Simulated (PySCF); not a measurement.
Run report: C$_{4}$H$_{3}$F$_{3}$O$_{2}$ (charge −1), EPR calculation

The run: EPR calculation of C$_{4}$H$_{3}$F$_{3}$O$_{2}$, charge −1, multiplicity 2. Method and program: UKS B3LYP, pcH-1 on C F H O, non-relativistic, mean-field spin-orbit, GIAO (PySCF 2.14.0).

It belongs to a series of runs on one base structure; here: electron added.

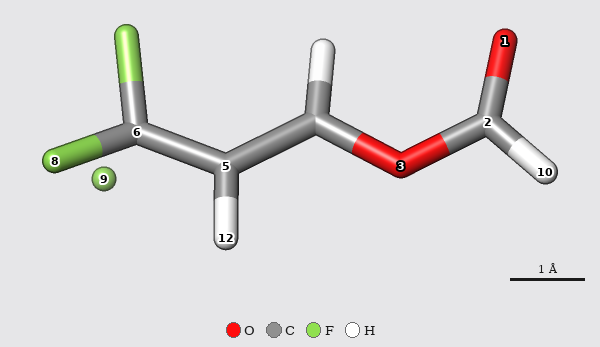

Figure 1. The structure (stick view, seen at a tilt; atoms are numbered from 1 in the order of the input). Sticks are drawn by distance; a stretched bond gets none, so the picture shows separate pieces. Bond lengths as drawn: C–C 1.39 Å, C–F 1.34 to 1.35 Å, C–H 1.08 to 1.10 Å and C–O 1.23 to 1.36 Å.

### The input
```
{"job": {"kind": "epr", "basis": "pcH-1"}, "charge": -1, "multiplicity": 2}
O      2.833193     1.468218    -0.162517
C      2.719493     0.295883     0.181018
O      1.601186    -0.397055     0.363630
C      0.380143     0.166931     0.158721
C     -0.763252    -0.557626     0.473090
C     -2.055560    -0.126002     0.179651
F     -2.302936     1.183710     0.066035
F     -3.067233    -0.683073     0.869166
F     -2.620245    -0.591143    -1.379449
H      3.579072    -0.363258     0.393313
H      0.360110     1.184579    -0.196637
H     -0.662773    -1.581849     0.792670
```

The first line tells a small driver script what to run in PySCF; the rest is the geometry in Å.

Command:
```bash
OMP_NUM_THREADS=1 python <driver script> task.json out
```

### What the program printed
```
UKS, coarse grid
  cycle   1  E = -603.89468336  |g| = 9.58e-01
  cycle   2  E = -602.90723324  |g| = 1.93e+00
  cycle   3  E = -604.16503513  |g| = 3.37e-01
  cycle   4  E = -604.20457117  |g| = 1.31e-01
  cycle   5  E = -604.20989118  |g| = 5.63e-02
  cycle   6  E = -604.21098705  |g| = 1.72e-02
  cycle   7  E = -604.21109629  |g| = 5.34e-03
  cycle   8  E = -604.21110823  |g| = 2.21e-03
  cycle   9  E = -604.21111120  |g| = 9.24e-04
UKS, final grid
  cycle   1  E = -604.21108149  |g| = 1.27e-03
  cycle   2  E = -604.21108034  |g| = 2.26e-03
  cycle   3  E = -604.21108221  |g| = 3.20e-04
  cycle   4  E = -604.21108225  |g| = 1.47e-04
  cycle   5  E = -604.21108227  |g| = 9.81e-05
  cycle   6  E = -604.21108228  |g| = 3.22e-05
  cycle   7  E = -604.21108228  |g| = 4.92e-06
E = -604.21108228 Eh   <S^2> = 0.7563 (exact 0.7500)
g shifts (ppm)      1          2          3
  rmc          -218       -218       -218
  gc              9         82         63
  oz_so          93        834       1604
  total        -116        698       1449
hyperfine (MHz)  atom isotope    a_iso     a_fc   dipolar eigenvalues
    0   17O      -8.71      -8.71    -34.66     16.70     17.95
    1   13C      19.74      19.74    -17.95    -17.57     35.52
    2   17O       8.96       8.96     -5.71     -4.66     10.37
    3   13C      44.84      44.84    -43.81    -42.10     85.91
    4   13C      -8.81      -8.81    -12.99    -10.37     23.36
    5   13C      47.76      47.76    -19.24    -17.89     37.13
    6   19F      22.63      22.63    -33.41    -21.49     54.90
    7   19F      36.85      36.85    -44.49    -33.38     77.87
    8   19F     378.63     378.63   -176.20   -168.31    344.52
    9    1H     -20.11     -20.11     -9.48     -0.83     10.31
   10    1H     -36.15     -36.15    -17.77     -0.82     18.59
   11    1H      -8.69      -8.69     -5.77     -2.36      8.12
```

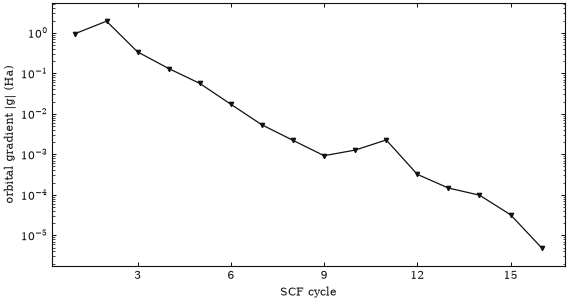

Figure 2. Convergence of the self-consistent field: orbital gradient |g| against the SCF cycle. All cycles printed in the log are drawn one after another.

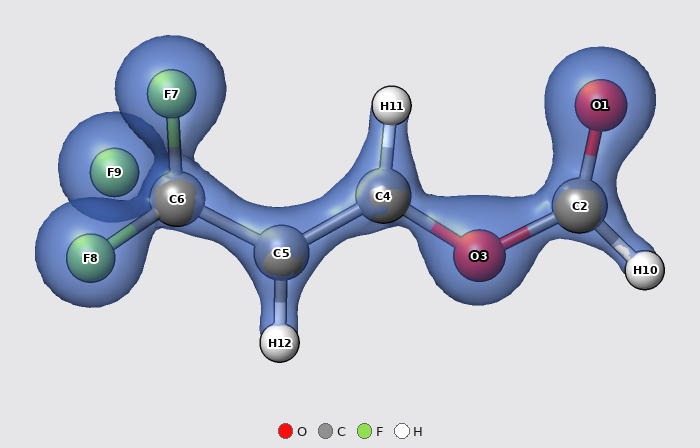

Figure 3. Isosurface of the electron density at 1.5 e/Å³ (blue), seen face on. At this value the surface falls into two separate pieces. It is pinched off along the C···F (1.72 Å) contacts. On the grid the lowest density along these lines, outside the cores, is 0.82 e/Å³ (C···F, 1.72 Å), 2.4 e/Å³ (C–O, 1.23 Å), 1.7 e/Å³ (C–F, 1.34 Å) and 1.9 e/Å³ (C–C, 1.39 Å).

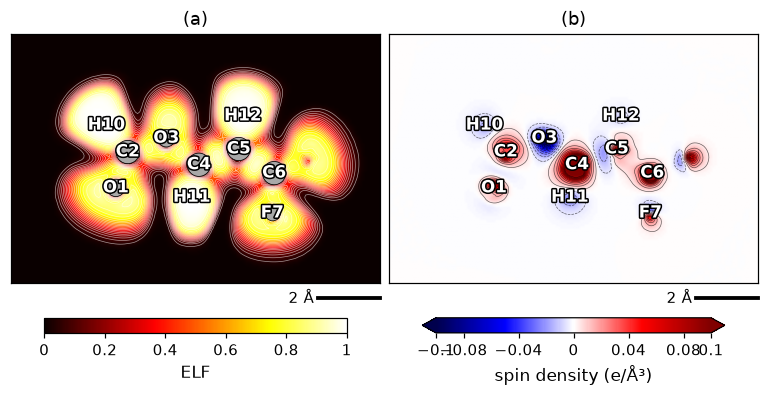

Figure 4. (a) ELF; (b) spin density (α minus β) on the plane of atoms O3, C4 and H11. Grey discs, where drawn, cover atomic cores. The section cuts through O, C, F and H sites. C–O (1.23 Å): the ELF peaks at about 0.90 between the atoms; a multiple bond by its length, whose ELF region spreads away from the axis. C–F (1.34 Å): the ELF peaks at about 0.85 between the atoms, which marks a shared but strongly polarised pair. C–C (1.39 Å): the ELF peaks at about 0.95 between the atoms (localised, shared-pair bonding). C–H (1.08 Å): the ELF climbs to about 1 towards the hydrogen, as it does in any bond to H (a covalent bond by its length). C–O (1.33 Å): the ELF peaks at about 0.85 between the atoms, which marks a shared but strongly polarised pair. The unpaired spin (1 electron) lies mostly on C4 (about 0.3), C2 (about 0.1), C6 (about 0.1), C5 (about 0.1) and O1 (about 0.1), in electrons by Hirshfeld's partition.

### Summary

```csv
quantity,value
outcome,converged
total energy,−604.211082 hartree
⟨S²⟩,0.756
isotropic g,2.0030
hardware,"1 CPU thread, shared host"
wall time,61 s
peak memory,0.98 GiB
```
